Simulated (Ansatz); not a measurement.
# PtSe2/PtSe2 (1T bilayer): converging the G0W0 gap

How do accuracy and time trade against each other in G0W0 on PtSe2/PtSe2 (1T bilayer)?

Main program and level: Ansatz 0.2.0; G0W0 on PBE, plane waves, PAW.

## 1. The starting structure

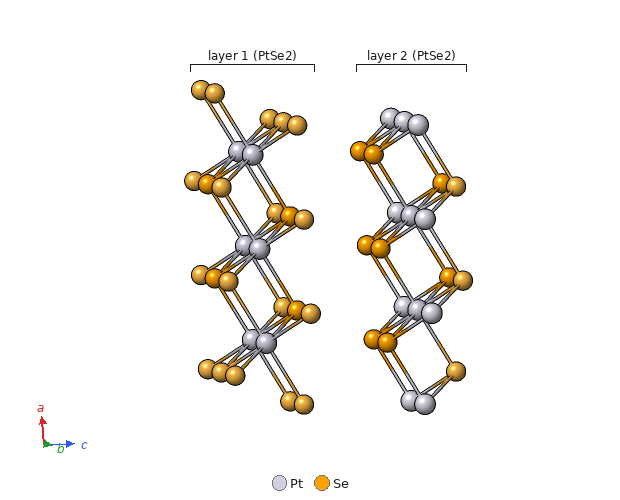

Start, viewed from the side, with the c axis across the page; platinum light grey, selenium orange. 2×1×1 cells are drawn. Some periodic images of atoms are drawn too.

The cell holds 6 atoms: 2 Pt and 4 Se. Cell: a = 3.710 Å, b = 3.710 Å, c = 39.600 Å, α = 90.0°, β = 90.0°, γ = 120.0°. Regions: layer 1 (PtSe2), 3 atoms (1 Pt and 2 Se); layer 2 (PtSe2), 3 atoms (1 Pt and 2 Se). Vacuum lies along c.

The structure was relaxed with PBE-D3(BJ). The runs that relaxed it are not among those shown. Spin-orbit coupling is left out unless a step names it. The default PAW set here is soft_2. Its files were made with PBE. The Coulomb interaction is cut off across the vacuum.

## 2. 281 empty bands, screening to 41 eV

G0W0 replaces the xc potential by the self-energy, built once from these orbitals. Only a window of levels is corrected, while the sums run over the empty bands that the input names.

The input, input.yaml:

```yaml
crystal:
  lattice:
    - [3.7095733006, 0.0, 0.0]
    - [-1.8547866503, 3.2125847155, 0.0]
    - [0.0, 0.0, 39.6]
  atoms:
    - { symbol: Pt, position: [0.0, 0.0, 0.429850082] }
    - { symbol: Se, position: [0.3333333333, 0.6666666667, 0.4631258126] }
    - { symbol: Se, position: [0.6666666667, 0.3333333333, 0.3963541962] }
    - { symbol: Pt, position: [0.3333333333, 0.6666666667, 0.570149918] }
    - { symbol: Se, position: [0.6666666667, 0.3333333333, 0.6036458038] }
    - { symbol: Se, position: [0.0, 0.0, 0.5368741874] }
  periodic: [true, true, false]
kpoints:
  mp_grid: { grid: [6, 6, 1] }
hamiltonian:
  xc: pbe
scf:
  occupations: { method: fixed }
gw:
  n_empty_bands: 281
  ecut_chi: 41
  qp_bands: [v2, c2]
  qp_kpoints: band_edges
  screening: { model: contour_deformation }
```

On the command line:

```
$ ansatz run input.yaml --threads 8 --pin off --max-ram 17510MiB --backend cpu --events-out ev --progress --plain --runs-dir out
```

Numbers of over 12 decimals in the logs are rounded to 6 here.

The log of the run:

```text
Engine: ansatz 0.2.0, aarch64-unknown-linux-gnu
Pseudopotentials: kind: paw
Pseudopotential: Pt, paw, valence charge 18, recommended cutoff 420 eV (normal), Pt.paw.azcp
Pseudopotential: Se, paw, valence charge 16, recommended cutoff 420 eV (normal), Se.paw.azcp
Functional definition: PBE
  parameter kappa = 0.804
  parameter beta = 0.066725
  exchange = pbe_x(kappa = kappa, mu = beta*pi^2/3)
  correlation = pbe_c(beta = beta)
Crystal: 6 atoms, lattice volume = 471.926 Å³
Basis set: ecut = 420 eV, 9289 PW (Γ)
Bands: 60, of which v1, the nominal top of the filled ones, is band 50 counted from 1 (49 counted from 0)
Symmetry: 12 space group operations
Space group: P-3m1 (ITA 164), of the structure as read, at distance tolerance 7.8e-5 Å
k-points: 7 of 36
Non-local potential: Pt, projectors of the file, l = 0: 3, l = 1: 2, l = 2: 2, l = 3: 1
Non-local potential: Se, projectors of the file, l = 0: 2, l = 1: 2, l = 2: 3, l = 3: 1
PAW form: soft (Blöchl's): semilocal exchange-correlation on the pseudo side does not see the compensation charge
PAW one-centre angular grid: Pt, 590 points (default); XC on 64 Gauss nodes
PAW one-centre angular grid: Se, 590 points (default); XC on 64 Gauss nodes
Initial density: superposition of atomic densities (neutral atoms: chi_scale 0, normalization atom), corrected by the library's trained network
Initial wavefunctions: pseudopotential atomic-orbital guess
Functional: x = pbe(κ = 0.804, μ = 0.219515), c = pbe(β = 0.066725)
SCF iter   1: F=—  HF=-46924.653521 eV  |F-HF|=—  |Δ(HF+E_count)|=         —  Δρ=1.71e-3  dr2=3.39e-2  ethr=1.77e-3  ⟨swp⟩=6.7  Hψ=1629  notcnv=0  defer=49
preconditioner: auto → Resta (q_TF=auto, 2.107 Å⁻¹)  ε∞=2.4  [insulator: Δε(μ)=0.967 eV  Ē_g=9.606 eV  n_scr=80 (ndim 8)  ℏωp=11.3 eV  f_vac=0.710  ε∞_Penn≈2.4  vacuum switching on, ρ_ref=6.7e-3 e/Å³]
SCF iter   2: F=—  HF=-46924.645197 eV  |F-HF|=—  |Δ(HF+E_count)|=   8.32e-3  Δρ=1.62e-3  dr2=8.77e-2  ethr=3.39e-5  ⟨swp⟩=4.0  Hψ=1059  notcnv=0  defer=55
SCF iter   3: F=—  HF=-46924.638662 eV  |F-HF|=—  |Δ(HF+E_count)|=   6.54e-3  Δρ=5.70e-4  dr2=6.15e-3  ethr=3.39e-5  ⟨swp⟩=3.3  Hψ=542  notcnv=0  defer=55
SCF iter   4: F=—  HF=-46924.638650 eV  |F-HF|=—  |Δ(HF+E_count)|=   1.20e-5  Δρ=3.97e-4  dr2=8.65e-4  ethr=6.15e-6  ⟨swp⟩=3.0  Hψ=586  notcnv=0  defer=55
SCF iter   5: F=—  HF=-46924.638705 eV  |F-HF|=—  |Δ(HF+E_count)|=   5.54e-5  Δρ=8.50e-5  dr2=3.37e-5  ethr=8.65e-7  ⟨swp⟩=3.0  Hψ=612  notcnv=0  defer=55
SCF iter   6: F=—  HF=-46924.638738 eV  |F-HF|=—  |Δ(HF+E_count)|=   3.30e-5  Δρ=2.62e-5  dr2=4.50e-6  ethr=3.37e-8  ⟨swp⟩=3.3  Hψ=800  notcnv=0  defer=55
SCF iter   7: F=—  HF=-46924.638744 eV  |F-HF|=—  |Δ(HF+E_count)|=   6.01e-6  Δρ=6.97e-6  dr2=3.48e-7  ethr=4.50e-9  ⟨swp⟩=3.0  Hψ=666  notcnv=0  defer=55
SCF iter   8: F=-46924.638745 eV  HF=-46924.638745 eV  |F-HF|=5.58e-8  |Δ(HF+E_count)|=   6.52e-7  Δρ=1.94e-6  dr2=1.73e-8  ethr=1.00e-10  ⟨swp⟩=23.4  Hψ=2523  notcnv=0
SCF 1 converged in 8 iterations: F = -46924.638745 eV  dr2 = 1.73e-8
  greatest PAW one-centre occupation: 1.000 electrons in one spin orbital (limit 2), on the Pt atom at site 3 (counted from 0), in its partial waves of l = 0
NSCF: frozen V_eff on 7 k-points
G₀W₀ screening: q 1/7
[... further progress lines ...]
SCF converged after 8 iterations
Free energy (F): -46924.638745 eV
Harris-Foulkes:  -46924.638745 eV  (|F-HF|=5.58e-8)
Internal energy: -46924.638745 eV  (E = F + TS)
E sigma→0 (E₀):  -46924.638745 eV
Fermi energy:    -5.233548 eV
--- Per-component energies (eV) ---
  E_band       = -3696.369307
  E_kinetic    = 1747.536721
  E_local      = -503256.185596  (includes V_loc(G=0)·N_el)
  E_nonlocal   = -1981.785877
  E_hartree    = 250249.015691
  E_xc         = -940.142594
  E_vxc        = -998.055739  (∫ρ·V_xc dr)
  E_paw        = -26555.394663  (= ΣΔE_a)
  E_vpaw       = 294.068469  (= ΣTr[D̂ρ^β])
  E_aug_tail   = -0.001962  (compensation charges beyond the density's cutoff)
  E_ewald      = 233812.319536
  E_smearing   = -0.000000  (= −TS)
  E_closure    = 0.000000  (closes the sum)
  Σ components = -46924.638745   (vs F -46924.638745, Δ=0.00e0)
--- Band table (eV; the first three rows and the last of 7) ---
  k-point 0: bands = [... 46 lower, -5.7699, -5.6291, -5.6291, -5.5021, -2.7942, -2.7942, -2.6658, -2.6658, ... 6 higher]
  k-point 1: bands = [... 46 lower, -5.8694, -5.8480, -5.6824, -5.2335, -4.0925, -3.7959, -3.1545, -2.9414, ... 6 higher]
  k-point 2: bands = [... 46 lower, -6.6057, -6.4918, -6.4481, -6.0835, -4.1517, -3.4432, -3.2567, -2.9451, ... 6 higher]
  k-point 6: bands = [... 46 lower, -6.7212, -6.6176, -6.6166, -6.6166, -4.2792, -3.9178, -3.9178, -3.5479, ... 6 higher]
  ° read free of the cell's end (the report's vacuum.weakly_bound_levels)
--- G₀W₀: contour deformation, 7 samples at zero and on the imaginary axis and 1 off it, 36 q-points, 281 empty bands' worth ---
  eigenvalues of the whole cell's RPA ε∞ on this k-mesh (on a slab, of 1 + 4πα/V) = 1.2479, 6.4713, 6.4713; static W/v taken at q = 0 is 0.327108
  bands read: the sum over 331 bands ends inside a degenerate multiplet in 1 slot, whose members it reads at an even weight; the widest, k=6: bands 331 to 332 (counted from 1) at 1/2 each
  gw.qp_kpoints: band_edges: 6 of 7 stored k-points solved, in 1 pass; an edge of the gap read off the rows below is read off those points alone
    valence top: of the k-points left out ik 3 came nearest to being solved in a further pass, in band 50 (counted from 1, as in the quasiparticle table): it holds the edge there only if its correction is more favourable than any solved in that band by at least 1.673 eV; those differ by 0.116 eV
    conduction bottom: of the k-points left out ik 3 came nearest to being solved in a further pass, in band 51 (counted from 1, as in the quasiparticle table): it holds the edge there only if its correction is more favourable than any solved in that band by at least 0.746 eV; those differ by 0.130 eV
    ik  band        ε_KS         Σx   Σc(E_QP)       V_xc       Z   E_QP_lin       E_QP  E_QP is
     0    49     -5.6291   -17.6924     1.6436   -16.1385  0.7214    -5.5397    -5.5394  root
     0    50     -5.5021   -16.6412     1.3995   -15.2922  0.7205    -5.4517    -5.4516  root
     0    51     -2.7942   -17.0176    -2.7006   -20.4514  0.6911    -2.0301    -2.0610  root
     0    52     -2.7942   -17.0176    -2.7006   -20.4514  0.6911    -2.0301    -2.0610  root
     1    49     -5.6824   -19.4748     2.0385   -17.5166  0.7211    -5.6023    -5.6020  root
     1    50     -5.2335   -19.1720     1.7388   -17.5558  0.7238    -5.1115    -5.1110  root
     1    51     -4.0925   -16.1842    -2.2759   -19.0888  0.7294    -3.4460    -3.4638  root
     1    52     -3.7959   -16.2310    -2.4012   -19.2883  0.7220    -3.1143    -3.1398  root
     2    49     -6.4481   -21.1907     2.6932   -18.5237  0.7060    -6.4221    -6.4220  root
     2    50     -6.0835   -20.1409     2.4667   -17.6811  0.7078    -6.0767    -6.0767  root
     2    51     -4.1517   -16.9318    -2.3536   -19.9537  0.7252    -3.4625    -3.4833  root
     2    52     -3.4432   -16.2203    -2.7175   -19.6240  0.7011    -2.7333    -2.7569  root
     4    49     -5.8470   -18.7420     2.1070   -16.6360  0.7131    -5.8461    -5.8461  root
     4    50     -5.6251   -20.5062     2.2289   -18.3510  0.7189    -5.5517    -5.5514  root
     4    51     -4.1626   -15.3671    -2.4285   -18.4008  0.7270    -3.5410    -3.5575  root
     4    52     -3.9964   -16.6052    -2.5225   -19.8311  0.7234    -3.2680    -3.2931  root
     5    49     -6.3693   -22.6380     3.0342   -19.6046  0.7022    -6.3685    -6.3685  root
     5    50     -6.2624   -22.0364     2.8910   -19.1535  0.7068    -6.2543    -6.2543  root
     5    51     -4.1903   -15.7498    -2.4230   -18.7798  0.7256    -3.5667    -3.5832  root
     5    52     -3.6840   -16.2219    -2.7877   -19.7038  0.7124    -2.9617    -2.9899  root
     6    49     -6.6166   -24.8686     3.6144   -21.2628  0.6978    -6.6080    -6.6080  root
     6    50     -6.6166   -24.8686     3.6144   -21.2628  0.6978    -6.6080    -6.6080  root
     6    51     -4.2792   -15.3491    -2.5719   -18.5246  0.7261    -3.6596    -3.6756  root
     6    52     -3.9178   -15.9310    -2.7307   -19.3375  0.7171    -3.2156    -3.2420  root
```

It took 70 s on 8 threads of Arm Neoverse V2, shared host; peak memory 3.9 GiB.

Numbers from this step:

```
bands summed                                 : 331
plane waves in the screening matrix          : 239
q-points in the mesh                         : 36
G0W0 gap on the mesh                         : 1.435 eV
k of the valence top                         : 0, 0.1667, 0
k of the conduction bottom                   : 0.3333, 0.3333, 0
starting gap on the mesh                     : 0.9544 eV
Z at the valence top                         : 0.7238
Z at the conduction bottom                   : 0.7261
least direct G0W0 gap on the computed points : 1.647 eV
```

The gap on the mesh goes from 0.95 eV to 1.44 eV, a correction of +0.48 eV. Between the two edge states, bare exchange in place of the xc potential would open the gap by 4.79 eV, and correlation takes back 4.31 eV.

## 3. 696 empty bands, screening to 75 eV

Bands and screening cutoff are moved together, since each hides the error of the other.

Edit input.yaml of step 2 so:

```diff
@@ -19,5 +19,6 @@
   occupations: { method: fixed }
+  convergence: { dr2_threshold: 1.0e-10 }
 gw:
-  n_empty_bands: 281
-  ecut_chi: 41
+  n_empty_bands: 696
+  ecut_chi: 75.0
   qp_bands: [v2, c2]
```

The log of the run:

```text
[...]
Crystal: 6 atoms, lattice volume = 471.926 Å³
Basis set: ecut = 420 eV, 9289 PW (Γ)
Bands: 60, of which v1, the nominal top of the filled ones, is band 50 counted from 1 (49 counted from 0)
Symmetry: 12 space group operations
[...]
k-points: 7 of 36
[...]
SCF iter   1: F=—  HF=-46924.653521 eV  |F-HF|=—  |Δ(HF+E_count)|=         —  Δρ=1.71e-3  dr2=3.39e-2  ethr=1.77e-3  ⟨swp⟩=6.7  Hψ=1629  notcnv=0  defer=49
[...]
SCF iter  10: F=-46924.638745 eV  HF=-46924.638745 eV  |F-HF|=1.82e-10  |Δ(HF+E_count)|=   3.22e-9  Δρ=9.24e-8  dr2=4.77e-11  ethr=1.00e-12  ⟨swp⟩=22.1  Hψ=3038  notcnv=0
SCF 1 converged in 10 iterations: F = -46924.638745 eV  dr2 = 4.77e-11
[...]
NSCF: frozen V_eff on 7 k-points
G₀W₀ screening: q 1/7
[... further progress lines ...]
SCF converged after 10 iterations
Free energy (F): -46924.638745 eV
[...]
Internal energy: -46924.638745 eV  (E = F + TS)
E sigma→0 (E₀):  -46924.638745 eV
Fermi energy:    -5.233655 eV
[...]
--- Band table (eV; the first three rows and the last of 7) ---
  k-point 0: bands = [... 46 lower, -5.7701, -5.6292, -5.6292, -5.5022, -2.7944, -2.7944, -2.6659, -2.6659, ... 6 higher]
  k-point 1: bands = [... 46 lower, -5.8695, -5.8481, -5.6825, -5.2337, -4.0926, -3.7960, -3.1546, -2.9415, ... 6 higher]
  k-point 2: bands = [... 46 lower, -6.6058, -6.4919, -6.4482, -6.0836, -4.1518, -3.4433, -3.2568, -2.9452, ... 6 higher]
  k-point 6: bands = [... 46 lower, -6.7213, -6.6177, -6.6167, -6.6167, -4.2793, -3.9179, -3.9179, -3.5481, ... 6 higher]
  ° read free of the cell's end (the report's vacuum.weakly_bound_levels)
[...]
0    49     -5.6292   -17.6924     1.3134   -16.1385  0.7160    -5.8719    -5.8697  root
     0    50     -5.5022   -16.6412     1.1069   -15.2922  0.7146    -5.7465    -5.7443  root
     0    51     -2.7944   -17.0176    -2.9856   -20.4514  0.6849    -2.3327    -2.3461  root
     0    52     -2.7944   -17.0176    -2.9856   -20.4514  0.6849    -2.3327    -2.3461  root
     1    49     -5.6825   -19.4748     1.7191   -17.5166  0.7159    -5.9237    -5.9215  root
     1    50     -5.2337   -19.1720     1.4220   -17.5558  0.7179    -5.4291    -5.4279  root
     1    51     -4.0926   -16.1843    -2.5253   -19.0888  0.7248    -3.7078    -3.7133  root
     1    52     -3.7960   -16.2310    -2.6606   -19.2883  0.7169    -3.3918    -3.3993  root
[...]
6    49     -6.6167   -24.8686     3.3633   -21.2628  0.6925    -6.8621    -6.8592  root
     6    50     -6.6167   -24.8686     3.3633   -21.2628  0.6925    -6.8621    -6.8592  root
     6    51     -4.2793   -15.3493    -2.8136   -18.5247  0.7215    -3.9125    -3.9174  root
     6    52     -3.9179   -15.9310    -2.9813   -19.3376  0.7123    -3.4843    -3.4926  root
```

Run time: 5.7 min. Hardware: 8 threads; peak memory 11 GiB; 44 min of CPU time.

This step gave:

```
bands summed                                 : 746
plane waves in the screening matrix          : 745
q-points in the mesh                         : 36
G0W0 gap on the mesh                         : 1.510 eV
k of the valence top                         : 0, 0.1667, 0
k of the conduction bottom                   : 0.3333, 0.3333, 0
starting gap on the mesh                     : 0.9544 eV
Z at the valence top                         : 0.7179
Z at the conduction bottom                   : 0.7215
least direct G0W0 gap on the computed points : 1.715 eV
```

Against the run with 6×6×1 mesh, 281 empty bands, screening to 41 eV, the gap moves by +0.08 eV.

## 4. Convergence and cost

Times are wall times on 8 threads of Arm Neoverse V2, shared host, good to a factor of about two.

```tsv
mesh	files	frequency	bands summed	cutoff (eV)	start (eV)	G0W0 (eV)	time	host memory (GiB)
6×6×1	default PAW	contour deformation	331	41	0.954	1.435	70 s	3.9
6×6×1	default PAW	contour deformation	746	75	0.954	1.510	5.7 min	11
```

How the two edges are built up, in eV (the quasiparticle level is the starting level plus Σx plus Σc less Vxc):

```tsv
run	edge	start	Σx	Σc	Vxc	Z	QP
331 bands	valence top	-5.23	-19.17	1.74	-17.56	0.72	-5.11
331 bands	conduction bottom	-4.28	-15.35	-2.57	-18.52	0.73	-3.68
746 bands	valence top	-5.23	-19.17	1.42	-17.56	0.72	-5.43
746 bands	conduction bottom	-4.28	-15.35	-2.81	-18.52	0.72	-3.92
```

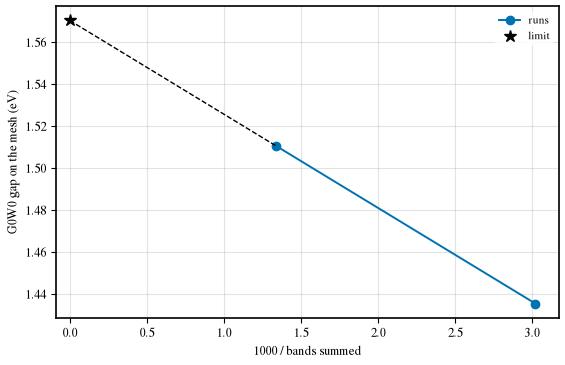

The gap against one over the number of bands; the dashed line carries the two highest rungs to the limit.

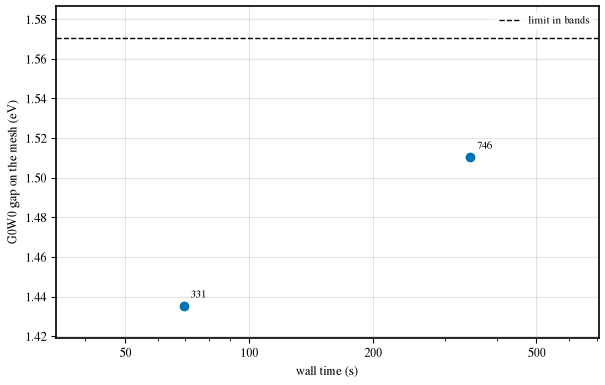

Result against wall time.

## 5. What came out

| Property | Result |
| --- | --- |
| 331 bands, 41 eV | 1.435 eV |
| 746 bands, 75 eV | 1.510 eV |
| estimated limit in bands and cutoff | 1.57 eV |
| mesh and start | 6×6×1, PBE |

In words: A line in one over the bands through the two rungs gives 1.57 eV, +0.06 eV from the top rung; with two points alone it is an unchecked estimate. The rungs stand 0.13 eV (331 bands) and 0.06 eV (746 bands) from it. From 331 to 746 bands the gap moves by +0.08 eV while the time grows 5.0-fold. Σc changes by −0.32 eV at the valence top and −0.24 eV at the conduction bottom, so the levels themselves move more than the gap between them. The 6×6×1 mesh misses a band edge: over a band path and its finer mesh (run apart) the PBE gap is 0.66 eV, so the G0W0 gap over the zone may lie about 0.29 eV below its value on the mesh. The mesh in the plane is coarse for a sheet; gap and any exciton binding can still move on denser ones. The runs have no spin polarisation. For a closed low-spin shell that is the natural state; where a d or f shell is open it is a constraint, and the gap is then not the crystal's own. With d states at the gap, one-shot GW leans hard on its start. The many-body steps are scalar-relativistic: spin-orbit coupling is not in them.

[Paths, hosts, dates, memory and timing lines, banners, echoed tables and standing remarks are left out of the program output.]

[Logs are printed without paths, hosts, clocks, repeated set-up lines and the standing remarks that a program may print on its own settings, such as how far it seeks lower states.]

[Runs of the session that timed out or met a known fault of the program may be left out.]

[Cells called generated may have been cut or substituted from an entry of the Crystallography Open Database or the Materials Project.]

[Hosts, paths, dates, database ids (printed as entryN), source tags and the programs' standing remarks are cut or masked in the printed files.]
